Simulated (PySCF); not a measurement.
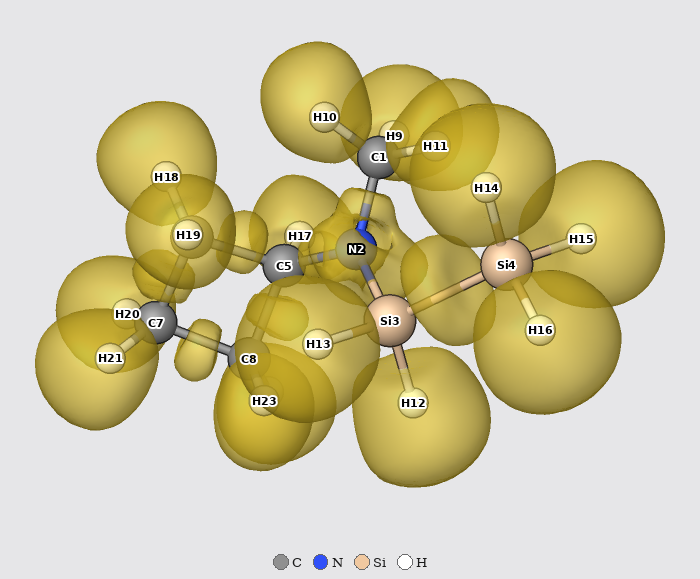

Figure 1: C5H15NSi2 (SMILES CN([SiH2][SiH3])C1CCC1). Isosurface of the ELF at 0.75 (yellow), seen at a tilt. Only the valence region is drawn (cores and ρ < 0.01 e/Å³ removed).

Geometry: GFN2-xTB.

All numbers below come from PySCF, PBE0/pcSseg-1, SCF density, gas phase, non-relativistic.

```xyz
23

C     0.8447    1.7230    0.0542
N     0.3569    0.3997   -0.2549
Si    1.2978   -1.0229   -0.0123
Si    3.5307   -0.4999    0.1500
C    -1.0733    0.3987   -0.3842
C    -1.9178    0.5102    0.9074
C    -2.8784   -0.5359    0.3274
C    -1.8190   -0.8995   -0.7225
H     0.5269    2.4273   -0.7221
H     0.4564    2.0834    1.0139
H     1.9309    1.7275    0.0979
H     1.0340   -1.9023   -1.1654
H     0.8486   -1.7914    1.1729
H     3.8925    0.2599    1.3527
H     4.0650    0.2736   -0.9761
H     4.3204   -1.7314    0.2032
H    -1.3531    1.1928   -1.0899
H    -2.3370    1.4867    1.1423
H    -1.3674    0.1347    1.7680
H    -3.7662   -0.0856   -0.1124
H    -3.1829   -1.3355    0.9989
H    -2.1563   -1.0014   -1.7518
H    -1.2581   -1.7847   -0.4414
```

### Describe the localisation domains.

At this value the surface marks out four regions between bonded C–C atoms (shared pairs), one region between bonded Si–Si atoms (shared pairs), 15 regions around hydrogen nuclei and one region on N in which the atom's valence shell and bonds are merged. Along the contacts the grid gives the following. C–N (1.44 Å): the ELF peaks at about 0.90 between the atoms; a covalent bond. C–C (1.53 Å): the ELF peaks at about 0.95 between the atoms, as expected for a covalent bond.
